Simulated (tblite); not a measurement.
## C$_{4}$H$_{6}$N$_{3}$OSi: frequency calculation

- system: C$_{4}$H$_{6}$N$_{3}$OSi, multiplicity 2
- method: GFN2-xTB harmonic vibrations, gas phase (tblite 0.8.0)

It belongs to a series of runs on one base structure; here: H added to N.

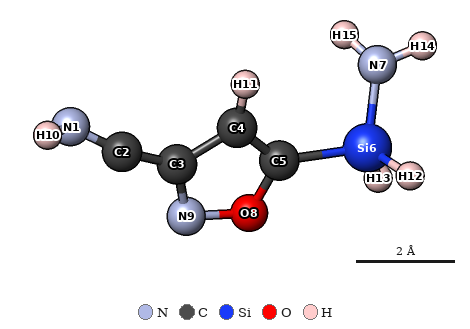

**Figure 1.** The structure (ball-and-stick view, seen at a tilt; atoms are numbered from 1 in the order of the input).

The input
```
{"job": {"kind": "ir", "xc": "GFN2-xTB", "basis": "xTB"}, "charge": 0, "multiplicity": 2}
N      4.014005    -0.915170    -0.416807
C      2.994789    -0.264350    -0.524005
C      1.684880     0.012102    -0.707362
C      0.660665    -0.064190     0.307823
C     -0.463303     0.387447    -0.305368
Si    -2.231810     0.642630     0.274575
N     -2.432383    -0.548405     1.500286
O     -0.172006     0.729284    -1.573621
N      1.148847     0.510401    -1.837209
H      4.899051    -0.515189    -0.120562
H      0.778035    -0.412245     1.311683
H     -2.375814     1.932958     0.948837
H     -3.095355     0.557382    -0.908984
H     -3.279610    -0.548622     2.043970
H     -2.134404    -1.496044     1.330141
```

The first line tells a small driver script what to run in tblite; the rest is the geometry in Å.

Run on 1 CPU thread, shared host.

Command:
```bash
OMP_NUM_THREADS=1 python <driver script> task.json out
```

Output
```
mode    cm-1     km/mol
  1      25.5      3.74
  2      77.1      0.55
  3      99.5      2.28
  4     149.0      0.94
  5     177.6      1.16
  6     217.1      8.04
  7     258.3      9.55
  8     297.3      1.12
  9     405.4      9.55
 10     464.4     57.11
 11     501.3     31.40
 12     528.2    218.85
 13     553.4     34.47
 14     582.0     20.41
 15     615.6      1.44
 16     623.5     17.92
 17     632.4     34.92
 18     706.1    222.35
 19     782.5     12.53
 20     789.7    132.61
 21     827.6    296.71
 22     904.9    152.42
 23     960.6     38.73
 24     963.4    182.61
 25    1019.6    270.87
 26    1031.7     32.21
 27    1065.0      4.84
 28    1182.5    121.76
 29    1281.6     16.51
 30    1364.8     45.36
 31    1518.1     58.58
 32    1532.5      8.03
 33    2101.4    554.32
 34    2219.2    371.37
 35    2264.8    241.41
 36    3197.1     12.60
 37    3274.1     16.37
 38    3472.4      6.88
 39    3510.5      0.40
```

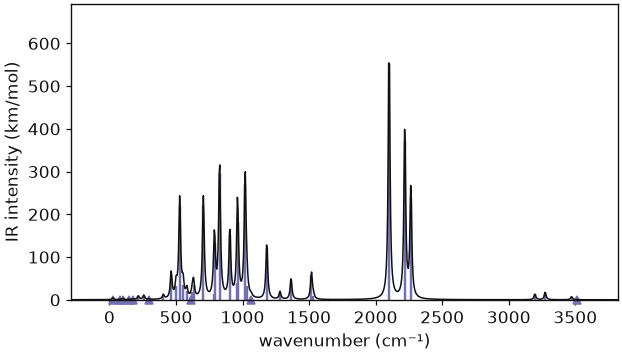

**Figure 2.** Harmonic infrared spectrum, unscaled: sticks (degenerate modes added up, dark ones marked on the axis) with a Lorentzian envelope of 16 cm⁻¹ full width, scaled to the tallest stick. 39 modes from 26 to 3510 cm⁻¹, none imaginary. The strongest line is at 2101 cm⁻¹ (554 km/mol).

Summary

| quantity | value |
| --- | --- |
| outcome | converged |
| total energy | −709.3260 eV |
| zero-point energy | 60.2960 kcal/mol |
| wall time | 0.56 s |
| peak memory | 0.18 GiB |
